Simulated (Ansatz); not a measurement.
BGeH

```xyz
3

B     0.0000    0.0000   -0.2549
Ge    0.0000    0.0000    1.7114
H     0.0000    0.0000   -1.4565
```

Geometry: PBE0-D3(BJ)/def2-SVP.

Computed with Ansatz, isolated molecule in a Gaussian basis; Kohn-Sham density functional theory, functional PBE0.

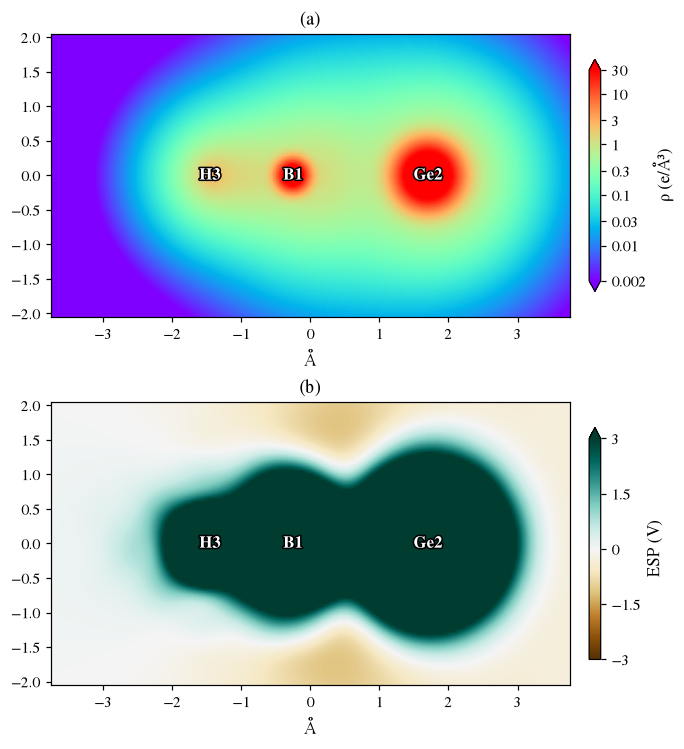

Figure 1. (a) total electron density; (b) electrostatic potential on a plane that holds the molecular axis.

Question: Interpret the plot.

Answer: The plane passes through B, Ge and H nuclei. Ge–B (1.97 Å): the density is about 0.82 e/Å³ at the midpoint. B–H (1.20 Å): ρ at the midpoint is about 1.3 e/Å³. Outside the dense part of the molecule the potential is most negative (−1.2 V) near Ge2.

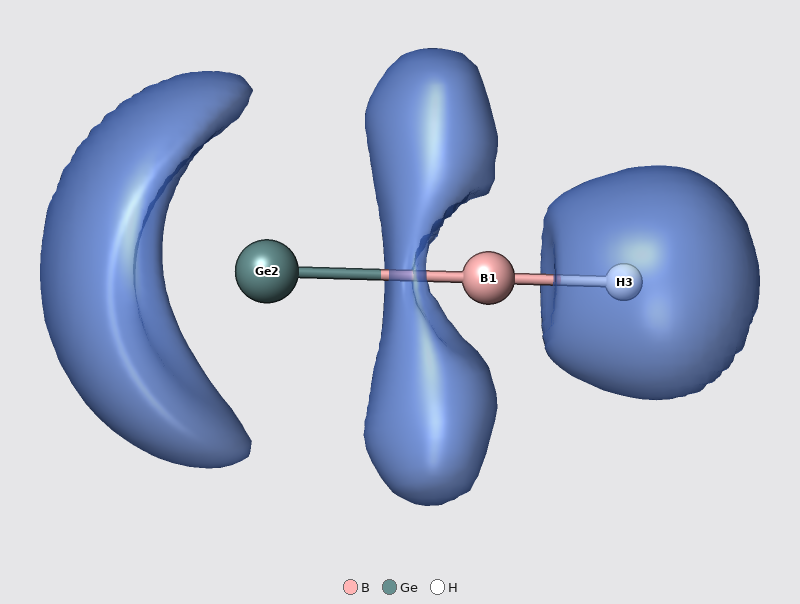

Figure 2. Isosurface of the ELF at 0.85 (blue), seen from one side. Core shells and regions of very low density are left out.

Question: Identify the bonds, lone pairs and shells in this picture.

Answer: At this value the surface marks out one region around a hydrogen nucleus, one lobe of the valence shell of B pointing towards Ge (polar bonds) and one lobe on Ge, pointing away from the bonds (lone pairs). Profiles from the grid: Ge–B (1.97 Å): the ELF peaks at about 0.95 between the atoms (a shared electron pair). B–H (1.20 Å): the ELF climbs to about 1 towards the hydrogen, as it does in any bond to H (a covalent bond by its length).

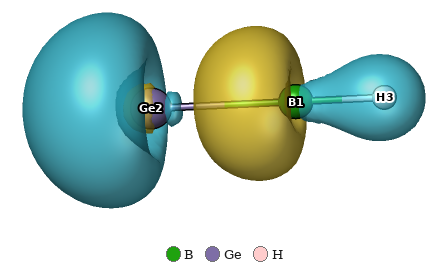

Figure 3. The HOMO−1 at ±0.15 Å⁻³ᐟ² (yellow and cyan are the two phases), seen from one side.

Question: Describe this orbital and give its energy.

Answer: It lies mainly on Ge2 (about 70 %), B1 (about 25 %) and H3 (about 5 %); it is of σ type. Its energy is −7.48 eV.
